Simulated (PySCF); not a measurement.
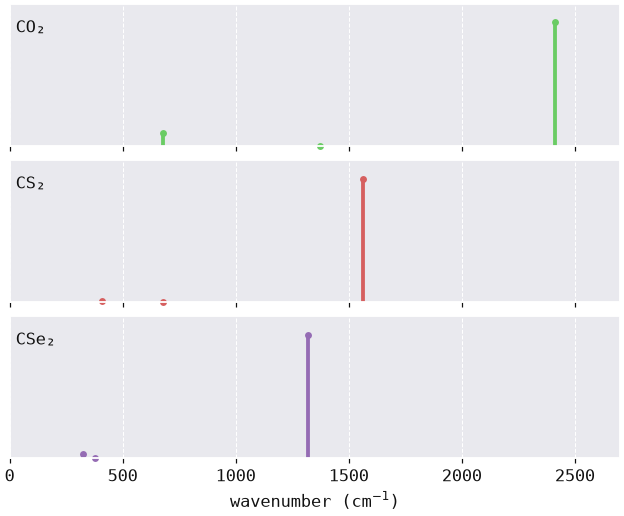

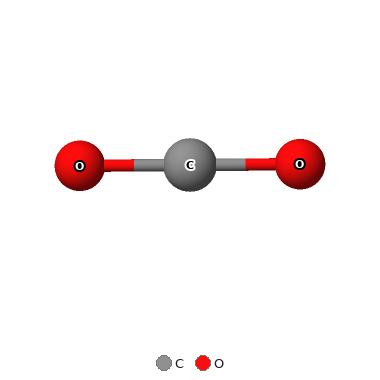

Harmonic infrared lines of CO₂, CS₂ and CSe₂, all D∞h singlets, each the lowest point that its search found (CO₂ is drawn); the ligand atom changes down one group of the periodic table. B3LYP/def2-TZVP, PySCF, unscaled, no spin-orbit coupling; each panel is scaled to its strongest line, degenerate modes are one line with their intensities summed, and dots on the axis are modes too weak to show or inactive.

Question: How do the bond length and the stretches change along the series?

Answer: Mean bond length: CO₂ 1.160, CS₂ 1.553, CSe₂ 1.697 Å, rising down the group. Highest σu+ mode: CO₂ 2412, CS₂ 1561, CSe₂ 1321 cm⁻¹, falling down the group.

Question: Give the modes by symmetry (cm⁻¹).

Answer:
| symmetry | CO₂ | CS₂ | CSe₂ |
| --- | --- | --- | --- |
| πu | 677.1 | 408.2 | 322.9 |
| σg+ | 1372.6 | 678.0 | 378.0 |
| σu+ | 2411.8 | 1560.8 | 1321.4 |

Caveats, for all or some of the runs: no scalar relativity.
